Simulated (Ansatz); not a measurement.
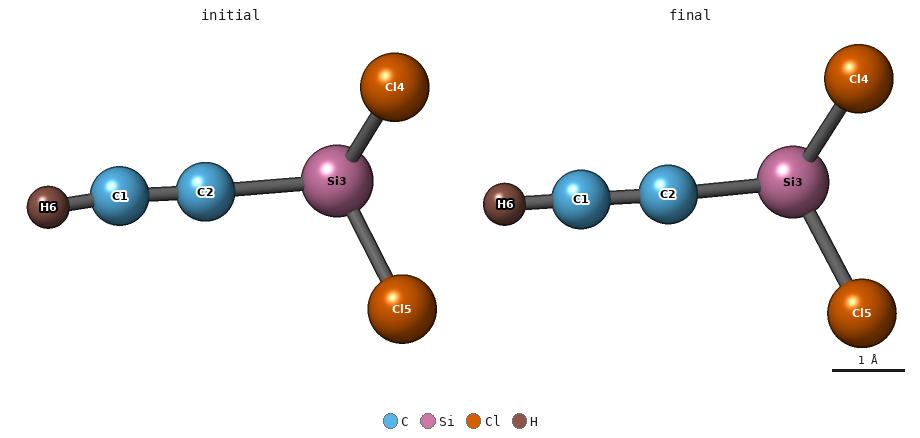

The structure of C2HCl2Si (multiplicity 2) (coarse preliminary run) before (left) and after (right) a relaxation, at one scale.

A ball-and-stick model, seen at a tilt.

The start comes from a force field.

Theory: UKS PBE-D4/def2-SVP in Ansatz.

The input:
```yaml
crystal:
  periodic: [false, false, false]
  atoms:
    - {symbol: C, position_ang: [1.374000, 0.441600, 1.133500]}
    - {symbol: C, position_ang: [0.614800, 0.043700, 0.255100]}
    - {symbol: Si, position_ang: [-0.522300, -0.632900, -1.101600]}
    - {symbol: Cl, position_ang: [-1.904000, -1.732200, -0.219400]}
    - {symbol: Cl, position_ang: [-1.466300, 0.918800, -2.006400]}
    - {symbol: H, position_ang: [1.945800, 0.897000, 1.892700]}
basis:
  gaussian: {orbitals: def2-SVP}
magnetization: {spin_polarized: true, initial_magnetization: 1}
hamiltonian: {xc: pbe, dispersion: d4}
relax: {f_tol: 0.03, max_steps: 200}
```

What changed between the two?

After 5 geometry steps the energy has fallen by 0.234 eV. Largest force component: 2.5 eV/Å at the start, 0.015 eV/Å at the end. The largest move after the best rigid fit is that of Cl4, 0.13 Å. Largest moves by element: Cl 0.13 Å, C 0.12 Å, H 0.12 Å, Si 0.08 Å. Some distances before and after: Si3–Cl4 1.974 → 2.079 Å, C2–Si3 1.895 → 1.819 Å, Si3–Cl5 2.029 → 2.079 Å, C1–H6 1.054 → 1.083 Å. Bond angles that change, for instance: C2–C1–H6 172.4° → 178.9°, C1–C2–Si3 177.8° → 172.1°, Cl4–Si3–Cl5 107.4° → 110.3°. The run took of the order of 26 core-seconds on a shared host.
